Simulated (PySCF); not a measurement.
```
atom    x (Å)    y (Å)    z (Å)
  Cl   1.2733   1.8310   0.7641
   C   1.7031   0.5034  -0.3296
  Cl   3.1055  -0.3678   0.3126
   C   0.5186  -0.4636  -0.5127
   C  -0.1014  -0.8639   0.7959
   C  -1.3239  -0.3694   0.8648
   C  -1.6391   0.3761  -0.3929
   O  -0.5119   0.1720  -1.2384
   H   1.9862   0.9477  -1.2857
   H   0.8903  -1.3209  -1.0931
   H   0.4380  -1.4340   1.5265
   H  -2.0276  -0.4505   1.6707
   H  -2.5297  -0.0092  -0.9024
   H  -1.7821   1.4486  -0.2019
```

Geometry: GFN2-xTB.

Computed with PySCF 2.14.0, PBE0/pcSseg-1, SCF density, gas phase, non-relativistic.

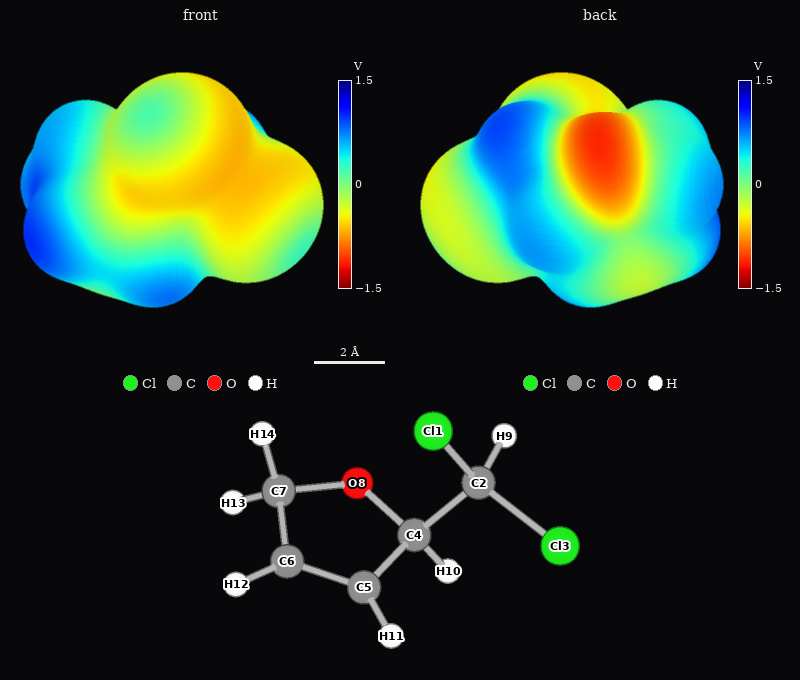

C₅H₆Cl₂O (SMILES ClC(Cl)[C@H]1C=CCO1). The molecular electrostatic potential painted on the density surface at 0.001 e/bohr³, seen from the front and from behind; red is negative and blue positive. The bare structure is drawn below in the same view.

**Which sites attract a positive test charge, and which a negative one?**

A positive charge is drawn to the negative regions and a negative charge to the positive ones. The most negative region (about −1.1 V) lies over O8, the most positive (about +1.0 V) over C7, H9 and H12. Cl1 shows a σ-hole: about +0.2 V at the tip opposite its bond, against about −0.5 V on its flanks. Cl3 shows a σ-hole: about +0.2 V at the tip opposite its bond, against about −0.3 V on its flanks. O8 is the likeliest acceptor of a hydrogen bond.
